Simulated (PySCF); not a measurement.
C₃H₆GeN₂O (SMILES C[N](C=O)[GeH2][C]#N)

```yaml
atoms:
  - { symbol: C, position_ang: [-0.8080, -0.8387, 0.9705] }
  - { symbol: N, position_ang: [-0.4647, -0.1380, -0.2572] }
  - { symbol: C, position_ang: [-1.4737, 0.2517, -1.0714] }
  - { symbol: O, position_ang: [-2.6465, 0.0710, -0.8862] }
  - { symbol: Ge, position_ang: [1.3068, 0.1586, -0.6358] }
  - { symbol: C, position_ang: [2.0072, 1.1881, 0.8285] }
  - { symbol: N, position_ang: [2.4215, 1.7947, 1.7056] }
  - { symbol: H, position_ang: [-1.8924, -0.9299, 1.0211] }
  - { symbol: H, position_ang: [-0.3572, -1.8338, 0.9766] }
  - { symbol: H, position_ang: [-0.4478, -0.2800, 1.8372] }
  - { symbol: H, position_ang: [-1.0816, 0.7751, -1.9694] }
  - { symbol: H, position_ang: [1.3990, 0.9390, -1.9077] }
  - { symbol: H, position_ang: [2.0331, -1.1575, -0.6296] }
```

Geometry: GFN2-xTB.

Method: PBE0/def2-SVPD, SCF density, gas phase in PySCF 2.14.0.

What will maps of the electron density and electron localisation function show?

Answer. C–O (1.20 Å): the density is about 3.4 e/Å³ at the midpoint; the ELF peaks at about 0.90 between the atoms; a multiple bond.
Ge–N (1.84 Å): the density is about 0.97 e/Å³ at the midpoint; the ELF peaks at about 0.90 in the valence shell of N, 0.6 Å from its nucleus, and is about 0.50 at the midpoint.
C–H (1.09 Å): ρ at the midpoint is about 2 e/Å³; the ELF climbs to about 1 towards the hydrogen, as it does in any bond to H (a covalent bond by its length).
Ge–H (1.50 Å): ρ at the midpoint is about 1.2 e/Å³; the ELF climbs to about 1 towards the hydrogen.

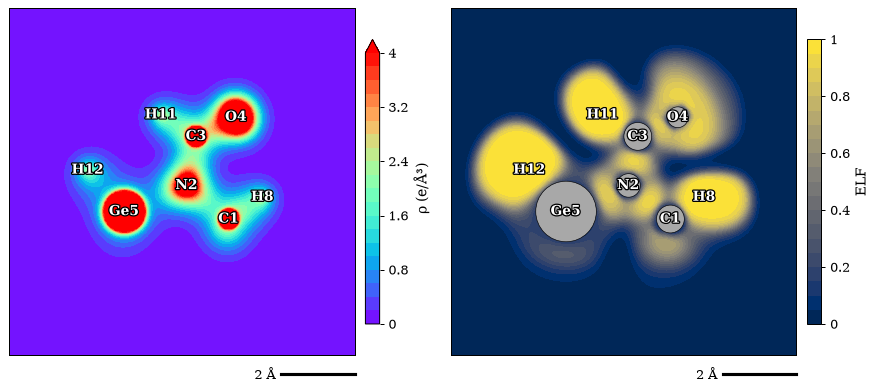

Computed electron density and electron localisation function on the plane of atoms N2, C3 and O4, in this order. Grey discs cover the atomic cores in the ELF map. 
